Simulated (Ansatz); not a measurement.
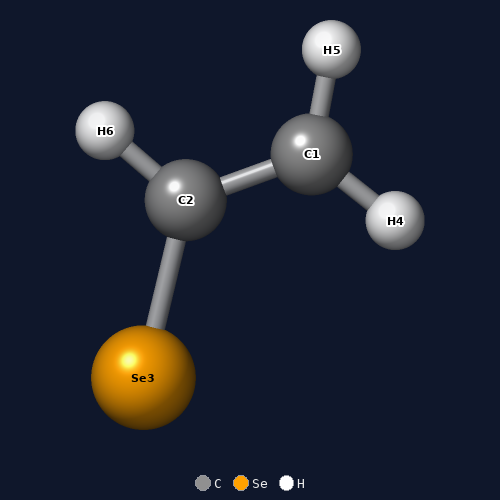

The system is C₂H₃Se, SMILES C=C[Se], spin multiplicity 2; the picture shows the reference structure. The first coordinate is: bond length C1–C2; the second: dihedral H4–C1–C2–Se3. Nothing is relaxed (all other coordinates rigid). The scan uses a 15 × 15 grid; 120 points were computed and 105 follow by symmetry. Energies are in kcal/mol, from the lowest grid point. In part of the range the unrestricted reference is strongly spin-contaminated. Computed with UHF/def2-SVP in Ansatz.

Its coordinates:

```csv
atom,x (Å),y (Å),z (Å)
C,-0.4524,0.1233,-0.5976
C,0.3279,0.0457,0.5162
Se,1.3517,-1.4399,0.9457
H,-0.5154,-0.6952,-1.3028
H,-1.0334,1.0143,-0.8056
H,0.3636,0.8877,1.1979
```

Range: bond length C1–C2 from 1.144 to 1.771 Å; dihedral H4–C1–C2–Se3 from −180 to 156°.

**Predict the map.**

The lowest grid point is at bond length C1–C2 = 1.368 Å, dihedral H4–C1–C2–Se3 = −180°; the map holds 2 wells of about this depth. The highest grid point, bond length C1–C2 = 1.144 Å, dihedral H4–C1–C2–Se3 = −84°, lies 104.0 kcal/mol above the lowest. On the interpolated surface the easiest way out of the lowest well to a well of about the same depth near bond length C1–C2 = 1.368 Å, dihedral H4–C1–C2–Se3 = −12° passes a barrier of about 29 kcal/mol. Round the minimum the two coordinates are nearly uncoupled.

| dihedral H4–C1–C2–Se3 ↓, bond length C1–C2 → | 1.144 | 1.189 | 1.234 | 1.278 | 1.323 | 1.368 | 1.413 | 1.457 | 1.502 | 1.547 | 1.592 | 1.637 | 1.681 | 1.726 | 1.771 |
| --- | --- | --- | --- | --- | --- | --- | --- | --- | --- | --- | --- | --- | --- | --- | --- |
| 156 | 49.8 | 31.0 | 18.4 | 10.7 | 6.5 | 4.9 | 5.6 | 7.8 | 11.3 | 15.7 | 20.9 | 26.6 | 32.4 | 38.7 | 45.0 |
| 132 | 71.8 | 51.3 | 36.7 | 27.0 | 20.7 | 17.3 | 16.3 | 17.1 | 19.3 | 22.7 | 26.9 | 31.7 | 36.9 | 42.5 | 48.3 |
| 108 | 97.3 | 73.5 | 55.9 | 43.6 | 35.0 | 29.6 | 26.9 | 26.2 | 27.1 | 29.3 | 32.6 | 36.6 | 41.1 | 46.1 | 51.3 |
| 84 | 104.0 | 79.3 | 60.9 | 47.8 | 38.6 | 32.7 | 29.5 | 28.4 | 29.0 | 31.0 | 34.0 | 37.8 | 42.1 | 46.9 | 52.1 |
| 60 | 85.5 | 63.3 | 47.2 | 36.1 | 28.5 | 24.1 | 22.1 | 22.1 | 23.6 | 26.4 | 30.0 | 34.4 | 39.2 | 44.5 | 50.0 |
| 36 | 59.2 | 39.8 | 26.5 | 18.0 | 12.8 | 10.5 | 10.5 | 12.0 | 15.0 | 18.9 | 23.7 | 28.9 | 34.5 | 40.4 | 46.5 |
| 12 | 44.1 | 25.6 | 13.3 | 6.1 | 2.3 | 1.2 | 2.3 | 4.9 | 8.8 | 13.6 | 19.1 | 25.0 | 31.1 | 37.5 | 44.0 |
| −12 | 44.1 | 25.6 | 13.3 | 6.1 | 2.3 | 1.2 | 2.3 | 4.9 | 8.8 | 13.6 | 19.1 | 25.0 | 31.1 | 37.5 | 44.0 |
| −36 | 59.2 | 39.8 | 26.5 | 18.0 | 12.8 | 10.5 | 10.5 | 12.0 | 15.0 | 18.9 | 23.7 | 28.9 | 34.5 | 40.4 | 46.5 |
| −60 | 85.5 | 63.3 | 47.2 | 36.1 | 28.5 | 24.1 | 22.1 | 22.1 | 23.6 | 26.4 | 30.0 | 34.4 | 39.2 | 44.5 | 50.0 |
| −84 | 104.0 | 79.3 | 60.9 | 47.8 | 38.6 | 32.7 | 29.5 | 28.4 | 29.0 | 31.0 | 34.0 | 37.8 | 42.1 | 46.9 | 52.1 |
| −108 | 97.3 | 73.5 | 55.9 | 43.6 | 35.0 | 29.6 | 26.9 | 26.2 | 27.1 | 29.3 | 32.6 | 36.6 | 41.1 | 46.1 | 51.3 |
| −132 | 71.8 | 51.3 | 36.7 | 27.0 | 20.7 | 17.3 | 16.3 | 17.1 | 19.3 | 22.7 | 26.9 | 31.7 | 36.9 | 42.5 | 48.3 |
| −156 | 49.8 | 31.0 | 18.4 | 10.7 | 6.5 | 4.9 | 5.6 | 7.8 | 11.3 | 15.7 | 20.9 | 26.6 | 32.4 | 38.7 | 45.0 |
| −180 | 42.3 | 23.8 | 11.7 | 4.5 | 0.9 | 0.0 | 1.2 | 4.0 | 8.0 | 12.9 | 18.4 | 24.4 | 30.6 | 37.1 | 43.6 |

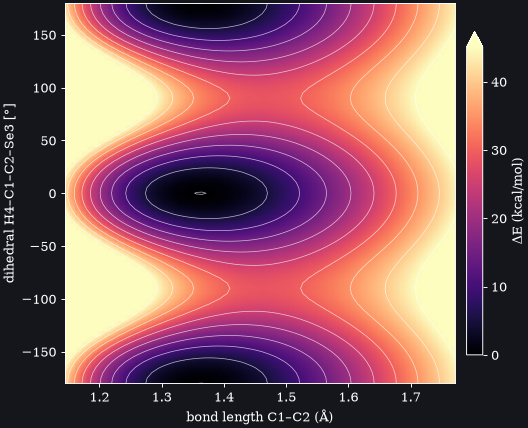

In the figure: a smooth colour map with a few white contour lines, one colour for all values above the top of the scale. Between grid points the surface is interpolated.

Time for the 120 points that were run: 12 min on 1 thread of Arm Neoverse V2, with other jobs on the host.
